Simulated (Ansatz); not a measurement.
**F₂H₂PSi (SMILES F[SiH](F)[PH]) (doublet): density, localisation and related maps**

The calculation's input:

```
crystal:
  periodic: [false, false, false]
  atoms:
    - {symbol: F, position_ang: [0.712785, -0.069272, -0.727462]}
    - {symbol: F, position_ang: [1.347773, -0.853226, -3.116675]}
    - {symbol: P, position_ang: [-1.691254, -1.310008, -2.398253]}
    - {symbol: Si, position_ang: [0.470484, -1.238059, -1.817270]}
    - {symbol: H, position_ang: [1.006654, -2.503896, -1.258466]}
    - {symbol: H, position_ang: [-2.027612, -1.624036, -1.038765]}
basis:
  gaussian:
    orbitals: def2-TZVPD
magnetization:
  spin_polarized: true
  initial_magnetization: 1
hamiltonian:
  xc: {name: PBE0}
output: {forces: true, orbitals: {seedname: orbitals}}
```

Run with:

```sh
ansatz run input.yaml --threads 1 --pin off --max-ram 2610MiB --events-out events.jsonl --progress --plain --runs-dir runs
```

Geometry: PBE0-D3(BJ)/def2-SVP.

All numbers below come from Ansatz 0.2.0, isolated molecule in a Gaussian basis; Kohn-Sham density functional theory, functional PBE0.

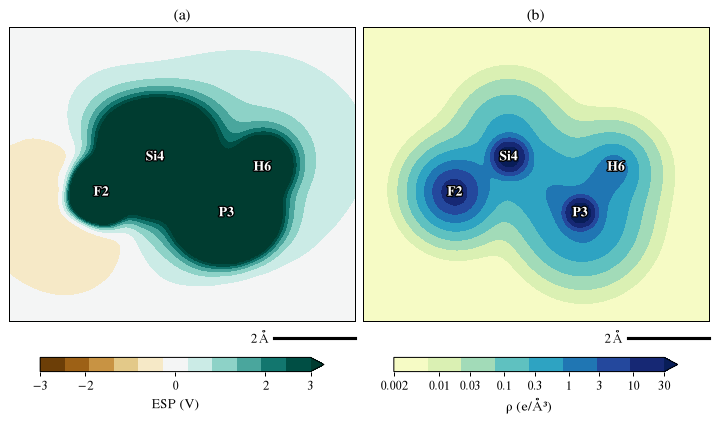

Figure 1. (a) electrostatic potential; (b) electron density on the plane of atoms F2, Si4 and P3.

Describe what can be read from this map.

The plane passes through F, P, Si and H nuclei.
Si–F (1.61 Å): ρ at the midpoint is about 1.1 e/Å³.
Si–P (2.24 Å): ρ is about 0.77 e/Å³ halfway.
P–H (1.44 Å): the density is about 1.1 e/Å³ at the midpoint.
Outside the dense part of the molecule the potential is most negative (−0.8 V) near F2.

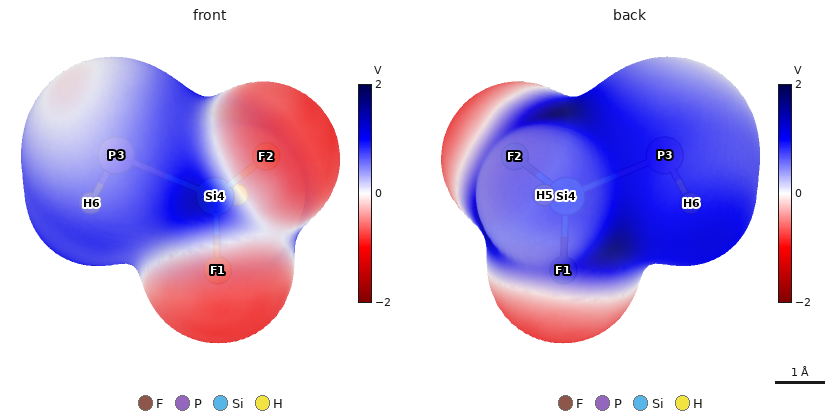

Figure 2. The electrostatic potential painted on the density surface at 0.002 e/bohr³, seen from the front and from behind; the colour scale runs from red (negative) to blue (positive).

Which sites attract a positive test charge, and which a negative one?

A positive charge is drawn to the negative regions and a negative charge to the positive ones. The most negative region (about −0.8 V, or −18 kcal/mol for a unit charge) lies over F1 and F2, the most positive (about +1.7 V, or +39 kcal/mol for a unit charge) over Si4.

How polar is the molecule by this calculation?

Its dipole moment is 1.87 D.

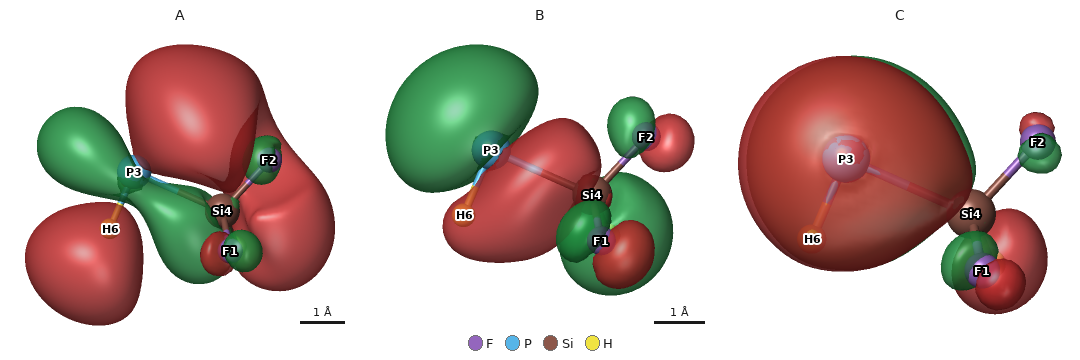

Figure 3. Three frontier orbitals at ±0.05 Å⁻³ᐟ² (green and red are the two phases), in no order.

Order the three orbitals by energy and name them. All are α orbitals.

B is the HOMO−1 (α) (−8.64 eV). By Hirshfeld shares it lies mainly on P3 (about 60 %), Si4 (about 20 %) and H5 (about 10 %). C is the HOMO (α) (−7.92 eV). By Hirshfeld shares it lies mainly on P3 (about 85 %); largely a lone pair of P3. A is the LUMO (α) (−0.26 eV). It lies mainly on P3 (about 40 %), Si4 (about 30 %) and H6 (about 20 %).

What is the gap between the highest occupied and lowest empty α orbitals?

7.66 eV between the orbital energies.
